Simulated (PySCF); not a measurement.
SMILES FBBr (HBBrF) at its PBE0/def2-SVP optimised geometry (Å):

```
4

B     -0.1926     0.3136     0.0000
H     -0.8020     1.3502     0.0000
F      1.1173     0.3136     0.0000
Br    -1.1173    -1.3502    -0.0001
```

Level of theory: PBE0/def2-TZVP in PySCF 2.14.0. Cells within 0.4 Å of a nucleus heavier than hydrogen are left out (blank, or x).

Map of the Laplacian of the electron density (e/bohr⁵), clipped to [-1.50, 1.50] on the plane z = 0.0 Å:

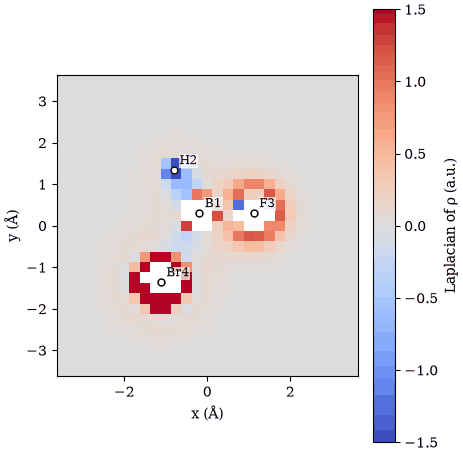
Figure: Laplacian of the electron density (e/bohr⁵), clipped to [-1.50, 1.50] on the plane z = 0.0 Å.
